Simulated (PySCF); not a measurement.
# CH11PSSi3: a tour of settings

Which settings matter for CH11PSSi3 (`CS[SiH2]P([SiH3])[SiH3]`)?

Programs: PySCF 2.14.0, with density-fitted response routines of our own. Each step states its level of theory. These are calculated values for one molecule, in the gas phase or a continuum, unless marked as measured. Atoms are numbered from 0 throughout.

## (1) The molecule as given

17 atoms, charge 0, multiplicity 1; geometry from: GFN2-xTB.

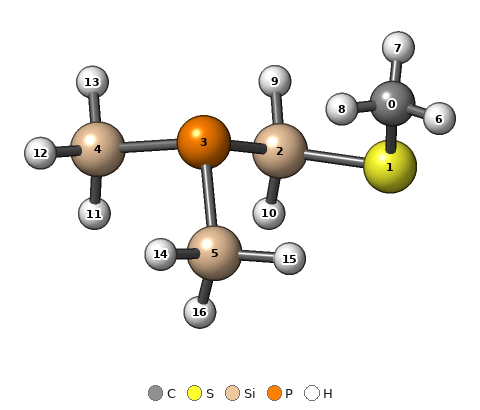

As it starts; carbon grey, sulfur yellow, silicon light orange, phosphorus orange, hydrogen white, atoms numbered.

## (2) Ultraviolet spectrum: HCTH407/def2-SVPD in acetone

Job settings and geometry (Å):

```
{"job": {"kind": "uv", "xc": "HCTH407", "basis": "def2-SVPD", "solvent": "acetone", "nstates": 1, "ntriplets": 2, "tda": false, "scf": {"aux": "def2-qzvpp-jkfit"}}, "charge": 0, "multiplicity": 1}
C      2.554147    -1.425064     0.605640
S      1.962363    -1.497274    -1.114809
Si     0.837228     0.318007    -1.235646
P     -0.317746     0.616496     0.639251
Si    -1.609579     2.301045    -0.016634
Si    -1.702888    -1.133695     0.618386
H      2.883239    -2.423325     0.873599
H      3.382778    -0.726946     0.671912
H      1.738791    -1.108444     1.251952
H      1.747708     1.456068    -1.357841
H      0.054650     0.136032    -2.451929
H     -2.314645     2.002286    -1.265229
H     -2.562686     2.529296     1.064809
H     -0.720998     3.443391    -0.210325
H     -2.585872    -0.945183     1.767051
H     -0.876223    -2.328071     0.772924
H     -2.477265    -1.202591    -0.623023
```

With the program's defaults for keys left out, this is: TDDFT HCTH407/def2-SVPD, vertical, IEF-PCM acetone (non-equilibrium linear response), core orbitals frozen in the response.

Run with:

```bash
OMP_NUM_THREADS=1 python probes_run.py task.json out
```

One launch serves the whole session: the jobs run in the order shown.

Log:

```text
final grid: 129752 points
cycle   1  E = -1652.4299852571  dE =  5.557e-02  |g| = 3.348e-01  |ddm| = 5.235e+00
cycle   2  E = -1652.4160077649  dE =  1.398e-02  |g| = 4.122e-01  |ddm| = 1.594e+00
cycle   3  E = -1652.4670591218  dE = -5.105e-02  |g| = 7.133e-02  |ddm| = 8.213e-01
cycle   4  E = -1652.4686260118  dE = -1.567e-03  |g| = 2.114e-02  |ddm| = 1.550e-01
cycle   5  E = -1652.4687618086  dE = -1.358e-04  |g| = 5.815e-03  |ddm| = 4.922e-02
cycle   6  E = -1652.4687730247  dE = -1.122e-05  |g| = 1.186e-03  |ddm| = 1.470e-02
cycle   7  E = -1652.4687734747  dE = -4.500e-07  |g| = 2.932e-04  |ddm| = 3.571e-03
cycle   8  E = -1652.4687735054  dE = -3.069e-08  |g| = 1.092e-04  |ddm| = 9.174e-04
cycle   9  E = -1652.4687735102  dE = -4.738e-09  |g| = 2.012e-05  |ddm| = 2.884e-04
cycle  10  E = -1652.4687735103  dE = -1.269e-10  |g| = 9.030e-06  |ddm| = 8.164e-05
converged SCF energy = -1652.4687735103

Static polarisability (au): isotropic 213.855, principal 187.652 209.842 244.072

Singlet excitations
state   eV       nm        f      main configurations
  1   4.7397    261.6   0.01175   H->L 0.99

Triplet excitations (Tamm-Dancoff, eV): 4.5716 4.7655
```

Run time: 29 s. Hardware: 1 thread of Arm Neoverse V2, shared host; peak memory 0.83 GiB.

The orbitals next to the gap, with their largest atomic shares:

```
orbital     eV                        atoms
 HOMO−3  -7.72  P3 31 %, Si5 21 %, Si2 11 %
 HOMO−2  -7.39   S1 41 %, P3 17 %, Si2 11 %
 HOMO−1  -6.30    P3 50 %, Si2 9 %, Si5 8 %
   HOMO  -5.88     S1 60 %, P3 11 %, C0 9 %
   LUMO  -1.20  S1 23 %, Si2 20 %, Si4 14 %
 LUMO+1  -1.01   Si2 18 %, S1 17 %, P3 14 %
 LUMO+2  -0.77  P3 22 %, Si5 21 %, Si4 14 %
```

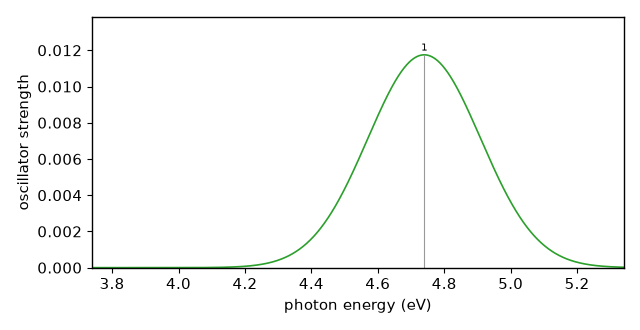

Absorption spectrum from the 1 singlet states computed; above the last one it falls off for lack of states. Lines are broadened to a width of 0.40 eV (Gaussian).

Ground-state properties from the same run:

```csv
property,computed
dipole moment (D),1.69
polarisability (Å³),31.69
HOMO–LUMO gap (eV),4.69
−ε(HOMO) (eV),5.88
```

## (3) Excited states and response: B97-2/def2-SVPD in chloroform

Settings changed since step 2:

```diff
@@ -1,2 +1,2 @@
-{"job": {"kind": "uv", "xc": "HCTH407", "basis": "def2-SVPD", "solvent": "acetone", "nstates": 1, "ntriplets": 2, "tda": false, "scf": {"aux": "def2-qzvpp-jkfit"}}, "charge": 0, "multiplicity": 1}
+{"job": {"kind": "uv", "xc": "B97-2", "basis": "def2-SVPD", "solvent": "chloroform", "nstates": 6, "ntriplets": 2, "tda": true, "grid": 3}, "charge": 0, "multiplicity": 1}
 C      2.554147    -1.425064     0.605640
```

Method: TDA B97-2/def2-SVPD, vertical, IEF-PCM chloroform (non-equilibrium linear response), core orbitals frozen in the response.

Log:

```text
coarse grid: 16032 points
cycle   1  E = -1652.1441169800  dE =  8.505e-02  |g| = 2.467e-01  |ddm| = 4.924e+00
cycle   2  E = -1652.1486381889  dE = -4.521e-03  |g| = 2.170e-01  |ddm| = 1.107e+00
cycle   3  E = -1652.1629203186  dE = -1.428e-02  |g| = 3.767e-02  |ddm| = 4.883e-01
cycle   4  E = -1652.1633461631  dE = -4.258e-04  |g| = 1.277e-02  |ddm| = 1.005e-01
cycle   5  E = -1652.1633973908  dE = -5.123e-05  |g| = 3.290e-03  |ddm| = 2.925e-02
cycle   6  E = -1652.1634005372  dE = -3.146e-06  |g| = 6.091e-04  |ddm| = 6.972e-03
final grid: 217608 points
cycle   7  E = -1652.3431568245  dE = -2.297e-05  |g| = 9.626e-04  |ddm| = 7.883e-02
cycle   8  E = -1652.3431569647  dE = -1.403e-07  |g| = 8.485e-04  |ddm| = 7.366e-03
cycle   9  E = -1652.3431572229  dE = -2.581e-07  |g| = 1.771e-04  |ddm| = 2.787e-03
cycle  10  E = -1652.3431572338  dE = -1.093e-08  |g| = 4.196e-05  |ddm| = 4.941e-04
cycle  11  E = -1652.3431572343  dE = -5.352e-10  |g| = 1.406e-05  |ddm| = 1.407e-04
converged SCF energy = -1652.3431572343

Static polarisability (au): isotropic 187.482, principal 161.891 183.665 216.891

Singlet excitations
state   eV       nm        f      main configurations
  1   5.1839    239.2   0.01681   H->L 0.94
  2   5.5108    225.0   0.01551   H->L+1 0.78, H-1->L 0.09
  3   5.5786    222.2   0.00450   H-1->L 0.86
  4   5.8020    213.7   0.01628   H->L+2 0.55, H-1->L+1 0.17
  5   5.8628    211.5   0.01333   H-1->L+1 0.52, H->L+3 0.26
  6   5.9658    207.8   0.01558   H->L+3 0.53, H->L+2 0.21, H-1->L+1 0.20

Triplet excitations (Tamm-Dancoff, eV): 4.9688 5.2235
```

Run time: 41 s. Hardware: 1 thread of Arm Neoverse V2, shared host; peak memory 1.1 GiB.

This run: HOMO -6.61 eV, LUMO -0.36 eV; lowest singlet 5.18 eV.

## (4) TDDFT and polarisability: X3LYP/6-311G**

Settings changed since step 3:

```diff
@@ -1,2 +1,2 @@
-{"job": {"kind": "uv", "xc": "B97-2", "basis": "def2-SVPD", "solvent": "chloroform", "nstates": 6, "ntriplets": 2, "tda": true, "grid": 3}, "charge": 0, "multiplicity": 1}
+{"job": {"kind": "uv", "xc": "X3LYP", "basis": "6-311G**", "nstates": 1, "ntriplets": 0, "tda": false, "grid": 4, "scf": {"level_shift": 0.3}}, "charge": 0, "multiplicity": 1}
 C      2.554147    -1.425064     0.605640
```

With the program's defaults for keys left out, this is: TDDFT X3LYP/6-311G**, vertical, gas phase, core orbitals frozen in the response.

Log:

```text
final grid: 345920 points
cycle   1  E = -1652.6059947778  dE =  1.398e-01  |g| = 4.590e-01  |ddm| = 3.112e+00
cycle   2  E = -1652.6636289889  dE = -5.763e-02  |g| = 2.230e-01  |ddm| = 7.090e-01
cycle   3  E = -1652.6730960297  dE = -9.467e-03  |g| = 5.120e-02  |ddm| = 1.975e-01
cycle   4  E = -1652.6740621110  dE = -9.661e-04  |g| = 1.168e-02  |ddm| = 7.890e-02
cycle   5  E = -1652.6741452445  dE = -8.313e-05  |g| = 4.912e-03  |ddm| = 3.046e-02
cycle   6  E = -1652.6741620468  dE = -1.680e-05  |g| = 2.136e-03  |ddm| = 1.363e-02
cycle   7  E = -1652.6741657226  dE = -3.676e-06  |g| = 8.540e-04  |ddm| = 6.637e-03
cycle   8  E = -1652.6741665134  dE = -7.908e-07  |g| = 4.073e-04  |ddm| = 3.350e-03
cycle   9  E = -1652.6741667037  dE = -1.903e-07  |g| = 1.890e-04  |ddm| = 1.699e-03
cycle  10  E = -1652.6741667493  dE = -4.560e-08  |g| = 9.424e-05  |ddm| = 8.556e-04
cycle  11  E = -1652.6741667609  dE = -1.159e-08  |g| = 4.736e-05  |ddm| = 4.394e-04
cycle  12  E = -1652.6741667640  dE = -3.085e-09  |g| = 2.473e-05  |ddm| = 2.306e-04
cycle  13  E = -1652.6741667648  dE = -8.508e-10  |g| = 1.269e-05  |ddm| = 1.212e-04
level shift removed, Fock matrix diagonalised once more
converged SCF energy = -1652.6741667648

Static polarisability (au): isotropic 134.135, principal 114.218 129.921 158.267

Singlet excitations
state   eV       nm        f      main configurations
  1   5.0642    244.8   0.01123   H->L 0.92
```

It took 58 s on 1 thread of Arm Neoverse V2, shared host; peak memory 0.87 GiB.

Key values: HOMO -6.60 eV, LUMO -0.47 eV; lowest singlet 5.06 eV.

[end of part 1 of 2]
